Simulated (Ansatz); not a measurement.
# CH5NOSSi: geometry optimisation in Python

What geometry does CH5NOSSi take? A script is to give a geometry optimisation; the system is CH5NOSSi. SMILES: O[SiH]1NC1S.

Computed with Ansatz 0.2.0, driven from Python. Level of theory: Hartree-Fock/6-31G*.

## Step 1: Starting point

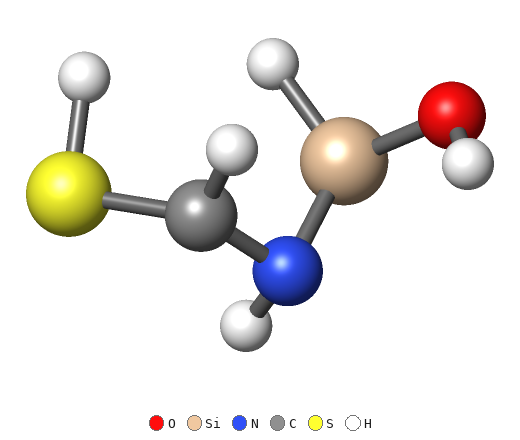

The structure that the script starts from, seen from a chosen angle (oxygen red, silicon light orange, nitrogen blue, carbon grey, sulfur yellow, hydrogen white).

The script holds or builds the structure itself.

## Step 2: The code

Contents of opt.py:

```python
"""Relax the CH5NOSSi molecule."""

import itertools

import ansatz as az
from ase.data import atomic_numbers, covalent_radii
import numpy as np


def main() -> None:
    geometry_ang = [
        ("O", (-0.7419, -0.0005, 2.1187)),
        ("Si", (0.4691, -0.305, 1.0847)),
        ("N", (-0.1868, -1.1232, -0.1637)),
        ("C", (-0.4498, -0.0825, -1.0305)),
        ("S", (0.7858, 0.449, -2.0913)),
        ("H", (-1.6055, -0.4071, 1.8629)),
        ("H", (1.3977, 0.8597, 0.9068)),
        ("H", (0.5637, -1.7122, -0.6138)),
        ("H", (-1.2342, 0.6793, -0.6735)),
        ("H", (1.085, 1.5915, -1.3973)),
    ]
    molecule = az.Crystal.molecule()
    for symbol, xyz in geometry_ang:
        molecule = molecule.atom(symbol, xyz)

    calculation = (
        molecule.calculation()
        .basis(gaussian="6-31G*")
        .functional("HF")
    )
    symbols = [site.symbol for site in molecule.cartesian_sites]
    start = np.array([site.position_ang for site in molecule.cartesian_sites], dtype=float)
    def progress(event):
        if event["event"] == "relax_step":
            row = event["data"]
            print(f"step {row['step']:3d}  E = {row['lagrangian_ev']:.6f} eV  largest force component {row['allowed_force_max_ev_ang']:.4f} eV/A")


    summary = calculation.relax(force_tolerance=0.01).session().plan().execute(on_event=progress).report
    end = np.array(summary["positions_ang"])

    print(f"E = {summary['free_energy_ev']:.6f} eV = {summary['free_energy_ev'] / 27.211386246:.7f} Ha")
    print("converged:", summary["converged"], " doubts:", summary["published_state_doubts"] or "none")

    # pairs closer than 1.2 times the sum of covalent radii, before or after
    radius = [covalent_radii[atomic_numbers[s]] for s in symbols]
    span = lambda where, i, j: np.linalg.norm(where[i] - where[j])
    bonded = [(i, j) for i, j in itertools.combinations(range(len(symbols)), 2) if min(span(start, i, j), span(end, i, j)) < 1.2 * (radius[i] + radius[j])]
    print("pair        before    after (A)")
    for i, j in bonded:
        print(f"{symbols[i]}{i}-{symbols[j]}{j}".ljust(10), f"{span(start, i, j):8.4f} {span(end, i, j):8.4f}")
    for first, second in list(itertools.combinations(bonded, 2)):
        shared = set(first) & set(second)
        if shared and symbols[(j := shared.pop())] != "H":
            i, k = sorted((set(first) | set(second)) - {j})
            u, v = end[i] - end[j], end[k] - end[j]
            angle = np.degrees(np.arccos(np.clip(u @ v / np.linalg.norm(u) / np.linalg.norm(v), -1, 1)))
            print(f"final angle {symbols[i]}{i}-{symbols[j]}{j}-{symbols[k]}{k}: {angle:.2f} deg")

    charges = summary["charge_distribution"]
    print("dipole moment", round(4.803205 * float(np.linalg.norm(charges["dipole_moment_e_ang"])), 3), "D")
    print("Mulliken:", [(s, round(q, 3)) for s, q in zip(symbols, charges["mulliken_charges_e"])])


if __name__ == "__main__":
    main()
```

## Step 3: The run

The run is started by

```console
$ python opt.py
```

The program printed:

```text
step   1  E = -23303.168170 eV  largest force component 5.4029 eV/A
step   2  E = -23304.227272 eV  largest force component 3.2245 eV/A
step   3  E = -23304.698338 eV  largest force component 1.3635 eV/A
step   4  E = -23305.216003 eV  largest force component 2.8295 eV/A
step   5  E = -23306.211406 eV  largest force component 2.4282 eV/A
step   6  E = -23306.626477 eV  largest force component 2.5002 eV/A
step   7  E = -23306.812014 eV  largest force component 0.6697 eV/A
step   8  E = -23306.846449 eV  largest force component 0.4185 eV/A
step   9  E = -23306.859550 eV  largest force component 0.2060 eV/A
step  10  E = -23306.866285 eV  largest force component 0.2652 eV/A
step  11  E = -23306.871581 eV  largest force component 0.1788 eV/A
step  12  E = -23306.848815 eV  largest force component 1.0001 eV/A
step  13  E = -23306.876507 eV  largest force component 0.2355 eV/A
step  14  E = -23306.879790 eV  largest force component 0.1018 eV/A
step  15  E = -23306.880680 eV  largest force component 0.0607 eV/A
step  16  E = -23306.881275 eV  largest force component 0.0149 eV/A
step  17  E = -23306.881316 eV  largest force component 0.0180 eV/A
step  18  E = -23306.881333 eV  largest force component 0.0108 eV/A
step  19  E = -23306.881337 eV  largest force component 0.0041 eV/A
E = -23306.881337 eV = -856.5120912 Ha
converged: True  doubts: none
pair        before    after (A)
O0-Si1       1.6212   1.6265
O0-H5        0.9882   0.9480
Si1-N2       1.6304   1.6746
Si1-C3       2.3169   1.8367
Si1-H6       1.5002   1.4597
N2-C3        1.3797   1.4877
N2-H7        1.0549   0.9964
C3-S4        1.7130   1.8093
C3-H8        1.1502   1.0784
S4-H9        1.3698   1.3278
final angle Si1-O0-H5: 118.10 deg
final angle O0-Si1-N2: 120.71 deg
final angle O0-Si1-C3: 127.66 deg
final angle O0-Si1-H6: 106.66 deg
final angle N2-Si1-C3: 49.87 deg
final angle N2-Si1-H6: 123.69 deg
final angle Si1-N2-C3: 70.73 deg
final angle Si1-N2-H7: 143.20 deg
final angle C3-Si1-H6: 119.18 deg
final angle Si1-C3-N2: 59.39 deg
final angle Si1-C3-S4: 123.99 deg
final angle Si1-C3-H8: 124.94 deg
final angle C3-N2-H7: 122.36 deg
final angle N2-C3-S4: 118.72 deg
final angle N2-C3-H8: 113.49 deg
final angle S4-C3-H8: 107.30 deg
final angle C3-S4-H9: 99.59 deg
dipole moment 1.557 D
Mulliken: [('O', -0.83), ('Si', 1.051), ('N', -0.821), ('C', -0.372), ('S', -0.044), ('H', 0.479), ('H', -0.132), ('H', 0.374), ('H', 0.213), ('H', 0.082)]
```

Wall time 67 s (1 thread of Arm Neoverse V1, shared host); peak memory 0.25 GiB.

## Step 4: The run's own record

From the engine's report, whether the script printed it or not:

```csv
item,value
SCF cycles in all,162
orbitals,93
total energy (eV),-23306.88134
```

## Step 5: How the relaxation went

The steps of the relaxation:

| step | energy from step 1 (eV) | largest force component (eV/Å) |
| --- | --- | --- |
| 1 | 0.0000 | 5.4029 |
| 2 | -1.0591 | 3.2245 |
| 3 | -1.5302 | 1.3635 |
| 4 | -2.0478 | 2.8295 |
| 5 | -3.0432 | 2.4282 |
| 6 | -3.4583 | 2.5002 |
| 7 | -3.6438 | 0.6697 |
| 8 | -3.6783 | 0.4185 |
| 9 | -3.6914 | 0.2060 |
| 10 | -3.6981 | 0.2652 |
| 11 | -3.7034 | 0.1788 |
| 12 | -3.6806 | 1.0001 |
| 13 | -3.7083 | 0.2355 |
| 14 | -3.7116 | 0.1018 |
| 15 | -3.7125 | 0.0607 |
| 16 | -3.7131 | 0.0149 |
| 17 | -3.7131 | 0.0180 |
| 18 | -3.7132 | 0.0108 |
| 19 | -3.7132 | 0.0041 |

Step 1 is the start. Step 12 was tried and not accepted.

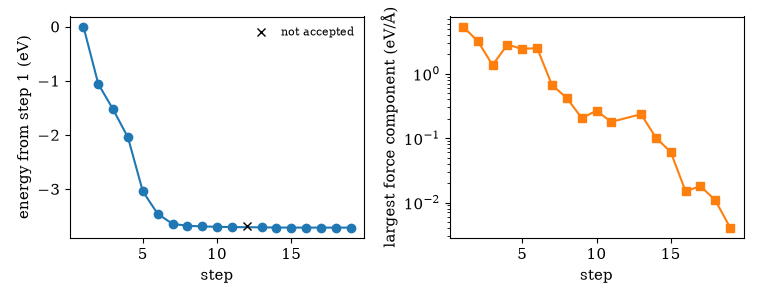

Energy and largest force along the relaxation.

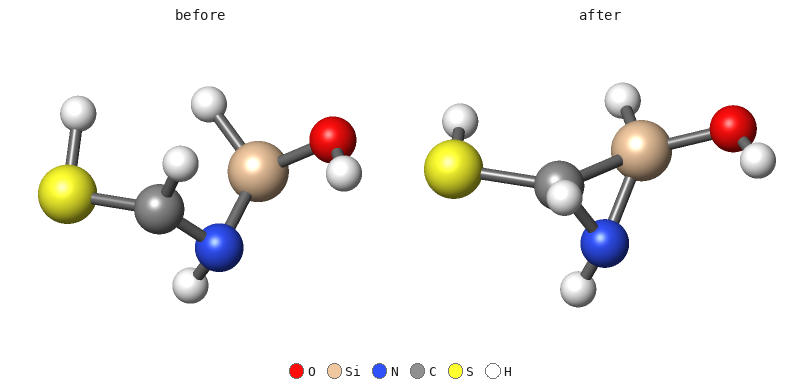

Before and after, at one scale.

Before: Bond lengths: O1–Si2 1.621 Å, Si2–N3 1.630 Å, N3–C4 1.380 Å, C4–S5 1.713 Å, O1–H6 0.988 Å, Si2–H7 1.500 Å, N3–H8 1.055 Å, C4–H9 1.150 Å, S5–H10 1.370 Å. Angles: O1–Si2–N3 106.4°, O1–Si2–H7 113.1°, N3–Si2–H7 123.2°, Si2–O1–H6 114.2°, Si2–N3–C4 100.3°, Si2–N3–H8 108.7°, C4–N3–H8 106.8°, N3–C4–S5 119.1°, N3–C4–H9 115.8°, S5–C4–H9 118.6°, C4–S5–H10 95.9°.

After: Bond lengths: O1–Si2 1.626 Å, Si2–N3 1.675 Å, Si2–C4 1.837 Å, N3–C4 1.488 Å, C4–S5 1.809 Å, O1–H6 0.948 Å, Si2–H7 1.460 Å, N3–H8 0.996 Å, C4–H9 1.078 Å, S5–H10 1.328 Å. Angles (14 of 17 angles, heavy atoms first): O1–Si2–N3 120.7°, O1–Si2–C4 127.7°, N3–Si2–C4 49.9°, Si2–N3–C4 70.7°, Si2–C4–N3 59.4°, Si2–C4–S5 124.0°, N3–C4–S5 118.7°, O1–Si2–H7 106.7°, N3–Si2–H7 123.7°, C4–Si2–H7 119.2°, Si2–O1–H6 118.1°, Si2–N3–H8 143.2°, C4–N3–H8 122.4°, Si2–C4–H9 124.9°.

## Step 6: Outcome

```
                    quantity           value
                total energy  -23306.8813 eV
               dipole moment          1.56 D
     moves of the relaxation              17
               energy gained        3.713 eV
last largest force component     0.0041 eV/Å
```

In words: The relaxation took 17 moves; the largest shift is 0.719 Å, of atom 9 (H). Total energies depend on the basis set; only differences at equal settings carry meaning. The end point is the stationary point reached from this start; no frequency run checks that it is a minimum, and the basis set is modest.
